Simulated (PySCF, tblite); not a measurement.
# C4H6BNO4: geometry, infrared bands and NMR shifts

What infrared bands and NMR shifts should C4H6BNO4 (`CO[C@@H]1OB(O)O[C@@H]1C#N`) show?

Programs: tblite 0.8.0 and PySCF 2.14.0, with density-fitted response routines of our own. Each step states its level of theory. These are calculated values for one molecule in the gas phase, unless marked as measured. Atoms count from 0, in the outputs and in this text.

## Step 1: The molecule as given

16 atoms, charge 0, multiplicity 1; geometry from: force field or distance geometry start.

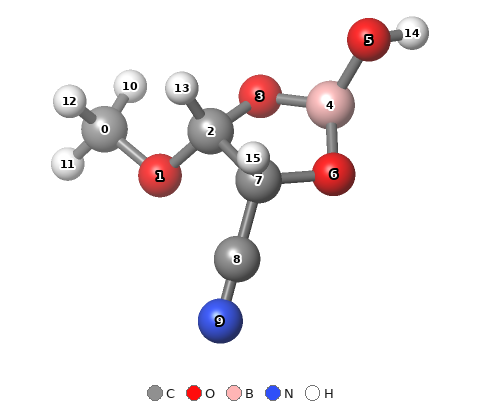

The starting geometry (carbon grey, oxygen red, boron pink, nitrogen blue, hydrogen white), atoms numbered.

## Step 2: Relaxing the molecule with GFN2-xTB

Job settings and geometry (Å):

```
{"job": {"kind": "relax", "xc": "GFN2-xTB", "basis": "xTB"}, "charge": 0, "multiplicity": 1}
C      2.194400    -0.735100     0.888700
O      1.471500     0.041600    -0.066400
C      0.100100     0.022400     0.249900
O     -0.464600    -1.197100    -0.151900
B     -1.709700    -0.770200    -0.737800
O     -2.971300    -1.123700    -0.095400
O     -1.593000     0.534000    -1.381600
C     -0.664400     1.151800    -0.519800
C      0.215600     2.017000    -1.316800
N      0.898200     2.705700    -1.937400
H      1.812400    -1.782500     0.923500
H      3.249500    -0.767500     0.591200
H      2.129600    -0.266000     1.908900
H     -0.080600     0.181300     1.337700
H     -3.372600    -1.798100    -0.682900
H     -1.222800     1.795400     0.210200
```

Launch:

```
OMP_NUM_THREADS=1 python probes_run.py task.json out
```

This one command runs all jobs of the session in turn.

**Question.** This job is followed by: GFN2-xTB harmonic vibrations, gas phase; GIAO PBE0/pcSseg-1 NMR shielding, non-relativistic, gas phase. What will the session give for the following? strongest single infrared mode (GFN2-xTB); zero-point energy (GFN2-xTB); 13C shifts against TMS (PBE0/pcSseg-1); 1H shifts against TMS (PBE0/pcSseg-1, means over atoms taken as alike); 17O shifts against H2O (PBE0/pcSseg-1); 11B shifts against BF3·OEt2 (PBE0/pcSseg-1); 15N shifts against NH3 (PBE0/pcSseg-1); surface potential, least and greatest.

As calculated:

| quantity | value |
| --- | --- |
| strongest single infrared mode (GFN2-xTB) | 1389 cm⁻¹, 312 km/mol |
| zero-point energy (GFN2-xTB) | 69.4 kcal/mol |
| 13C shifts against TMS (PBE0/pcSseg-1) | 118.6, 106.0, 72.0, 58.2 ppm |
| 1H shifts against TMS (PBE0/pcSseg-1, means over atoms taken as alike) | 5.49, 4.97, 3.83, 3.82 ppm |
| 17O shifts against H2O (PBE0/pcSseg-1) | 140.5, 109.9, 86.4, 74.6 ppm |
| 11B shifts against BF3·OEt2 (PBE0/pcSseg-1) | 21.6 ppm |
| 15N shifts against NH3 (PBE0/pcSseg-1) | 317.5 ppm |
| surface potential, least and greatest | -1.76 V and 2.52 V |

The optimisation took 75 steps and gained 1.743 eV; among the close pairs (by a distance rule), B4–O5 changed most, from 1.459 to 1.333 Å. No mode is imaginary among the 42: a minimum at this level. GFN2-xTB is a fitted tight-binding method: band positions and strengths are rough. Its intensities can rank the bands wrongly. C8 (nitrile carbon) lies farthest downfield among carbon, at 118.6 ppm; C≡N carbons fall here, among the sp2 signals but without a proton. H13 (hydrogen on an sp3 carbon bearing two oxygens) lies farthest downfield among hydrogen, at 5.49 ppm; its carbon carries O, an electronegative neighbour. At PBE0/pcSseg-1: The largest span, 489 ppm, is at N9, where the paramagnetic term is -390 ppm.
